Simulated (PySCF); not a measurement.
Vertical excitations of a molecule C2H8FNOSi from TDDFT-PBE/def2-SVPD (PySCF), as energy in eV (oscillator strength): 5.66 (0.048), 6.22 (0.022), 6.42 (0.018), 6.80 (0.002), 6.96 (0.008), 7.00 (0.008), 7.03 (0.038), 7.27 (0.018), 7.36 (0.008), 7.54 (0.004). Lowest triplet (TDA): 5.46 eV. Geometry: r2SCAN-D4/def2-SVP. Other conformers were not sampled.

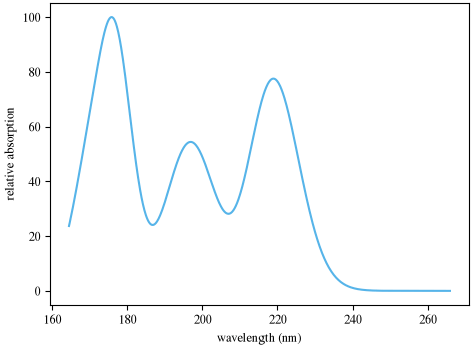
Fig. 1. The lines broadened by 0.4 eV.

Task: Pick the molecule that these values belong to.
(A) COC[Si@@H](N)F
(B) C[Si@@](O)(F)CN
(C) CO[Si@](C)(N)F
(D) C[Si@@](N)(O)CF

Result: D, C[Si@@](N)(O)CF
